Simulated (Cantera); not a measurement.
Charge: 1 mol Fe2O3, 1.1 mol CH4, 6.4 mol H2, 3.1 mol C, at 1000 Pa.

Equilibrium computed with Cantera from the NASA thermochemical tables; the gas is ideal and each condensed phase is pure. Candidate condensed phases: C, C6H6, C7H8, C8H18, Fe, Fe(CO)5, FeO, Fe(OH)2, Fe(OH)3, Fe2O3, Fe3O4, H2O; 114 gas species. Iron dissolves carbon and melts from about 1420 K in contact with it, which pure phases cannot show. Condensed phases not in the tables: cementite and carbon dissolved in iron. The numbers say what is thermodynamically allowed, not how fast it happens.

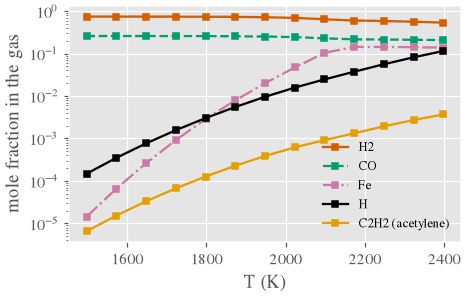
Figure: Equilibrium gas composition (values under 1e-9 drawn at 1e-9)

From 1498 K to 1648 K the condensed part is C(graphite) + Fe(γ). From 1723 K to 1798 K the condensed part is C(graphite) + Fe(δ). From 1873 K to 2098 K the condensed part is C(graphite) + Fe(l). From 2173 K to 2398 K the condensed part is C(graphite). The main Fe-bearing gas is Fe throughout.
